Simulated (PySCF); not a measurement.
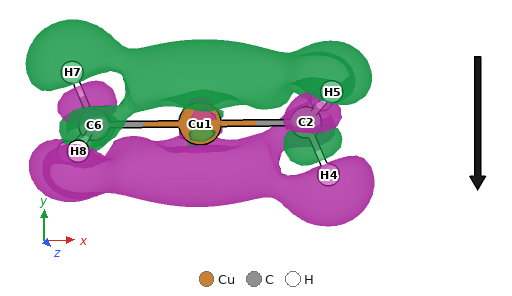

CuMe2 (C₂H₆Cu, doublet). Change of the electron density in a uniform field of 0.26 V/Å along −y (arrow), surfaces at ±0.0015 e/Å³ (green: gain, purple: loss).

Computed with PySCF, PBE0/def2-SVPD, geometry: GFN2-xTB. This is a single-reference result, which may miss multireference character in this system. No frequency check shows the geometry to be a minimum. The stability of the open-shell solution wasn't checked. GFN2-xTB bond lengths at metals and heavier atoms can be off by up to 0.1 Å and shapes distorted, which carries into these values. GFN2-xTB doesn't know the spin state, so this open-shell geometry is rough.

Input script:

```python
import numpy as np
from pyscf import gto, scf, dft
from pyscf.scf import atom_ks, atom_hf
from scipy.linalg import block_diag

def solve(mol, dm0=None, hcore=None):
    mf = (dft.UKS if mol.spin else dft.RKS)(mol, xc='pbe0')
    mf.grids.level = 3
    mf = mf.density_fit(auxbasis='def2-universal-jkfit')
    mf.conv_tol, mf.max_cycle = 1e-8, 80
    if hcore is not None:
        mf.get_hcore = lambda *args: hcore
    mf.kernel(dm0)
    if not mf.converged:
        mf = mf.newton().run(mf.mo_coeff, mf.mo_occ, max_cycle=30)
    assert mf.converged, 'SCF not converged'
    return mf

mol = gto.M(atom='''
Cu     0.00001     0.00007     0.00000
C      2.04601    -0.00017    -0.00001
H      2.45966     0.32653    -0.96184
H      2.45966    -0.99626     0.19815
H      2.45961     0.66972     0.76372
C     -2.04605    -0.00012     0.00006
H     -2.45969     1.00905    -0.11581
H     -2.45969    -0.40448     0.93169
H     -2.45965    -0.60488    -0.81622
''', basis='def2-svpd', charge=0, spin=1, verbose=4)
field = np.array([-0.0, -0.005, -0.0])  # atomic units
mol.set_common_orig(mol.atom_charges() @ mol.atom_coords() / mol.atom_charges().sum())
mf = solve(mol)
out = dict(dm0=mf.make_rdm1(), d0=mf.dip_moment(unit='AU'), e0=mf.e_tot)
for name, sign in (('p', 1), ('m', -1)):
    h = mf.get_hcore() + sign * np.einsum('x,xij->ij', field, mol.intor('int1e_r'))
    mi = solve(mol, mf.make_rdm1(), h)
    out.update({'dm' + name: mi.make_rdm1(), 'd' + name: mi.dip_moment(unit='AU'), 'e' + name: mi.e_tot})
# spherically averaged free atoms, for the promolecule
atm = atom_ks.get_atm_nrks(mol, xc='pbe0')
pro = block_diag(*[(atm[a[0]][2] * atm[a[0]][3]) @ atm[a[0]][2].T for a in mol._atom])
np.savez('result.npz', pro=pro, **out)
```

Run with:

```sh
OMP_NUM_THREADS=1 python input.py
```

The run took 3.3 min on 1 thread of Intel(R) Xeon(R) Processor @ 2.50GHz (Skylake/Cascade Lake), with other jobs on the host, peak memory 0.57 GiB.

Partitions, critical points and surface values were worked out afterwards from this run's density.

Question: How large is the response?

Answer: The induced dipole is 0.58 D (along the field); α along this axis, from the fields in both directions, is 46 bohr³ (6.8 Å³).

Question: Which atoms gain and lose the most charge?

Answer: Electrons gather most on H7 (Hirshfeld charge changes by −0.011 e) and leave H4 most (+0.010 e); 0.062 electrons are displaced in all.
